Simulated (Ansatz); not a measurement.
# HF/STO-3G run of BCl3 (boron trichloride)

Aim: the energy change on altering one bond length of BCl3 (boron trichloride) at HF/STO-3G, from 2 runs. 

The calculation is run with Ansatz 0.2.0.

37 further runs of the same task are left out: 4 that didn't finish, 33 set aside as unsound or not needed.

### Step 1. Starting point

The species is BCl3 (4 atoms), meant as a singlet with charge 0. As SMILES, `ClB(Cl)Cl`. Geometry: relaxed at PBE0-D4/def2-TZVP.

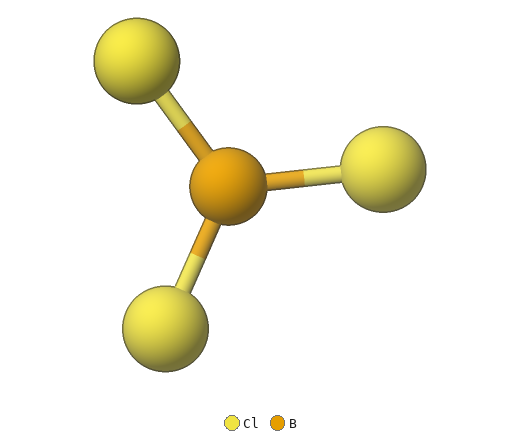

The structure, seen from a chosen angle (chlorine yellow, boron amber).

### Step 2. The energy at HF/STO-3G

Contents of run.yaml:

```yaml
basis:
  gaussian: {orbitals: STO-3G}
crystal:
  periodic: [false, false, false]
  atoms:
    - {symbol: Cl, position_ang: [-0.257920, 0.516440, 1.638340]}
    - {symbol: B, position_ang: [-0.000000, 0.000000, -0.000010]}
    - {symbol: Cl, position_ang: [0.942010, -1.423060, -0.324000]}
    - {symbol: Cl, position_ang: [-0.684100, 0.906610, -1.314320]}
accuracy: high
hamiltonian: {xc: hf}
```

Started as:

```bash
$ ansatz run run.yaml --threads 1 --pin off --max-ram 3480MiB --events-out events.jsonl --progress --plain --runs-dir runs
```

The program printed:

```text
Warning: RAYON_NUM_THREADS=1 ignored (pool sized by the plan → 1); use --threads N
Functional definition: HF
  name "HF"
  exchange = exact_x
  correlation = 0
603 factors; integrals over basis functions are off by at most 2.2e-8 eV
mean field evaluation 1: about -37771.8134 eV, gradient 3.0e1 eV
mean field evaluation 2: about -37771.8758 eV, gradient 3.0e1 eV
mean field evaluation 4: about -37775.5995 eV, gradient 1.1e0 eV
mean field evaluation 8: about -37775.6029 eV, gradient 8.0e-6 eV
mean field -37775.60289732 eV, -1388.2278012531 hartree, gradient 5.4e-9 eV, S^2 0.000000; 0 other end points of the search recorded, 0 dependent functions left out
reference -37775.60289732 eV, -1388.2278012531 hartree; 28, 28 occupied and 4, 4 virtual orbitals, 603 factors
Total energy: -37775.60289732 eV, -1388.2278012531 hartree
```

Run time: 0.22 s. Hardware: 1 thread of Arm Neoverse V2, shared host.

### Step 3. The distorted shape

Contents of input.yaml:

```yaml
crystal:
  periodic: [false, false, false]
  atoms:
    - {symbol: Cl, position_ang: [-0.086900, 0.289795, 1.966907]}
    - {symbol: B, position_ang: [0.171020, -0.226645, 0.328557]}
    - {symbol: Cl, position_ang: [1.113030, -1.649705, 0.004567]}
    - {symbol: Cl, position_ang: [-0.684100, 0.906610, -1.314320]}
basis:
  gaussian:
    orbitals: STO-3G
hamiltonian:
  xc: hf
accuracy: high
```

Started as:

```bash
$ ansatz run input.yaml --threads 1 --pin off --max-ram 3480MiB --events-out events.jsonl --progress --plain --runs-dir runs
```

The program printed:

```text
Warning: RAYON_NUM_THREADS=1 ignored (pool sized by the plan → 1); use --threads N
Functional definition: HF
  name "HF"
  exchange = exact_x
  correlation = 0
592 factors; integrals over basis functions are off by at most 1.7e-8 eV
mean field evaluation 1: about -37769.3290 eV, gradient 3.1e1 eV
mean field evaluation 2: about -37769.3736 eV, gradient 3.1e1 eV
mean field evaluation 4: about -37774.1369 eV, gradient 1.4e0 eV
mean field evaluation 8: about -37774.1481 eV, gradient 6.2e-2 eV
mean field -37774.14810595 eV, -1388.1743386565 hartree, gradient 1.6e-8 eV, S^2 0.000000; 0 other end points of the search recorded, 0 dependent functions left out
reference -37774.14810595 eV, -1388.1743386565 hartree; 28, 28 occupied and 4, 4 virtual orbitals, 592 factors
Total energy: -37774.14810595 eV, -1388.1743386565 hartree
```

Wall time 0.22 s (1 thread of Arm Neoverse V2, shared host).

### Step 4. Results

Level: HF/STO-3G.

```
                                                          quantity           value
                                         first shape: total energy  -1388.22780 Eh
                                     distorted shape: total energy  -1388.17434 Eh
energy change with the B2–Cl4 bond stretched from 1.737 to 2.171 Å        1.455 eV
```

**Reading.** With the B2–Cl4 bond stretched from 1.737 to 2.171 Å the energy rises by 1.45 eV (140 kJ/mol). The first shape isn't relaxed at this level, so the change isn't measured from a minimum. The minimal basis adds a large error of its own.
